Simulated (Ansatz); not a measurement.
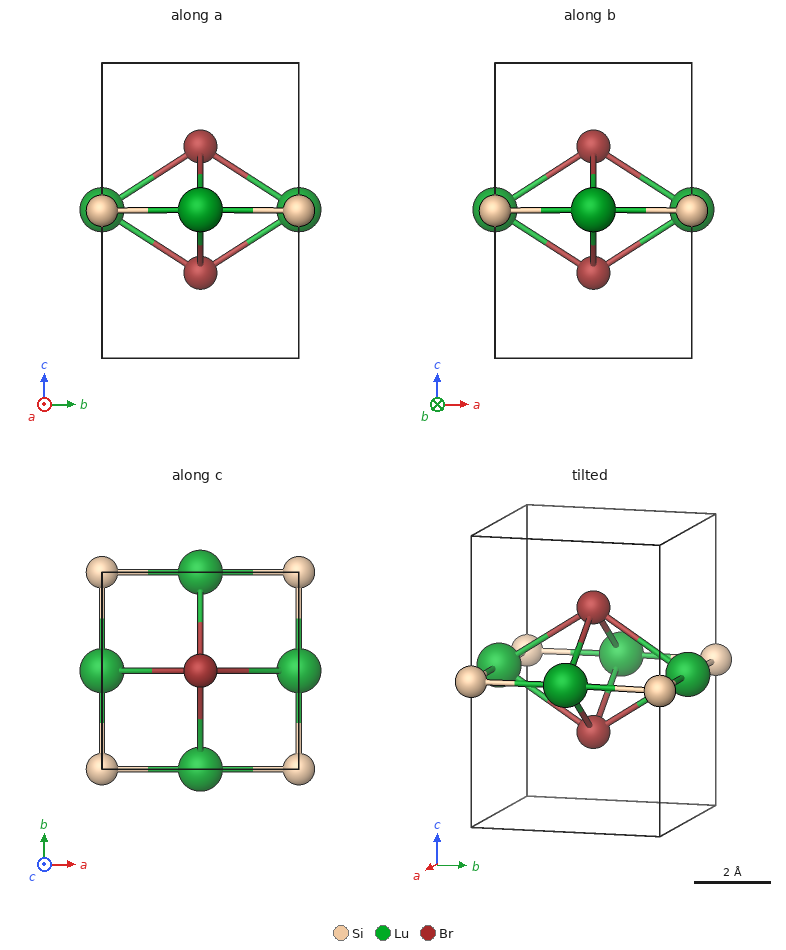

The image is a ball-and-stick drawing of a crystal, viewed along the a axis, along the b axis, along the c axis and slightly off an axis. Atoms at the boundary of the unit cell (the box) are drawn once for each face, edge or corner they touch.

Lattice parameters: a = 5.2377 Å, b = 5.2377 Å, c = 7.8600 Å, α = 90.000°, β = 90.000°, γ = 90.000°.

Record the structure as a CIF in P1 with every atom of the cell, with free fractional coordinates to two decimals.

```cif
data_structure
_symmetry_space_group_name_H-M 'P 1'
_symmetry_Int_Tables_number 1
_cell_length_a 5.2377
_cell_length_b 5.2377
_cell_length_c 7.8600
_cell_angle_alpha 90.000
_cell_angle_beta 90.000
_cell_angle_gamma 90.000
_cell_volume 215.62
loop_
_atom_site_label
_atom_site_type_symbol
_atom_site_fract_x
_atom_site_fract_y
_atom_site_fract_z
_atom_site_occupancy
Si1 Si 0.00 0.00 0.50 1
Lu1 Lu 0.50 0.00 0.50 1
Lu2 Lu 0.00 0.50 0.50 1
Br1 Br 0.50 0.50 0.29 1
Br2 Br 0.50 0.50 0.72 1
```

The model was built from a random cell made by a generator, so it need not be a real form of the compound. The geometry was optimised with DFT PBE, scalar-relativistic, plane waves, PAW (Ansatz 0.2.0).
